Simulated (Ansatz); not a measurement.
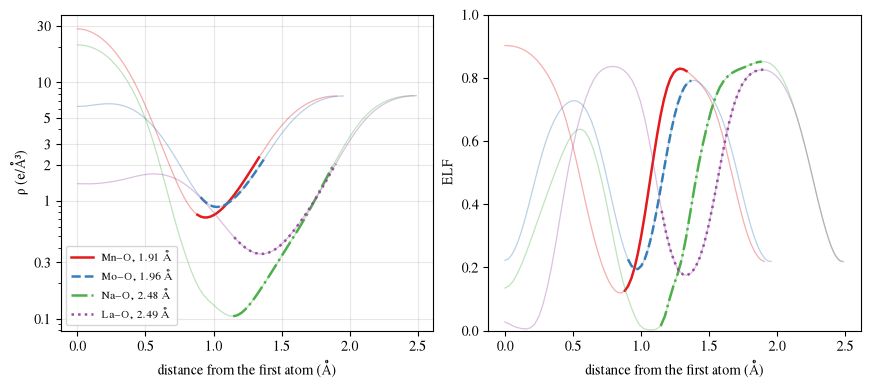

*NaLaMnMoO6. Valence pseudo-density and ELF along straight lines between neighbouring atoms. Thin, pale parts lie inside the atomic spheres.*

Space group I-4; a generated structure, not necessarily the stable one; the program warned that a starting moment wasn't kept; spin-polarised.

All numbers below come from Kohn-Sham DFT of a periodic cell, PBE with D3(BJ), Ansatz PAW in Ansatz 0.2.0.

The density is the valence pseudo-density of a PAW calculation; it isn't the true density close to the nuclei.

```xyz
20
Lattice="5.4164 0.0000 0.0000 0.0000 5.4164 0.0000 0.0000 0.0000 7.7240" Properties=species:S:1:pos:R:3 pbc="T T T"
Na    2.7082    0.0000    1.9310
Na    0.0000    2.7082    5.7930
La    0.0000    2.7082    1.9310
La    2.7082    0.0000    5.7930
Mn    0.0000    0.0000    3.8620
Mn    2.7082    2.7082    0.0000
Mo    0.0000    0.0000    0.0000
Mo    2.7082    2.7082    3.8620
O     1.6158    1.1144    0.0097
O     4.3241    3.8227    3.8717
O     1.5938    4.3241    3.8523
O     4.3020    1.6158    7.7143
O     1.0924    1.5938    3.8717
O     3.8006    4.3020    0.0097
O     3.8227    1.0924    3.8523
O     1.1144    3.8006    7.7143
O     0.0000    0.0000    1.9558
O     2.7082    2.7082    5.8178
O     0.0000    0.0000    5.7682
O     2.7082    2.7082    1.9062
```

### What can be read from the curves?

Mn–O (1.91 Å): the density is about 0.72 e/Å³ at the midpoint; the ELF peaks at about 0.85 in the valence shell of O, 0.6 Å from its nucleus, and is about 0.20 at the midpoint (no shared electron pair shows on this line).
Mo–O (1.96 Å): ρ is about 0.91 e/Å³ halfway; the ELF peaks at about 0.80 in the valence shell of O, 0.6 Å from its nucleus, and drops to about 0.20 between the two atoms: no localised pair shows between them.
Na–O (2.48 Å): the density is about 0.12 e/Å³ at the midpoint; the ELF is about 0.15 at the midpoint (no shared electron pair shows on this line).
La–O (2.49 Å): ρ is about 0.39 e/Å³ halfway; the ELF is about 0.20 at the midpoint: no localised pair shows between them.
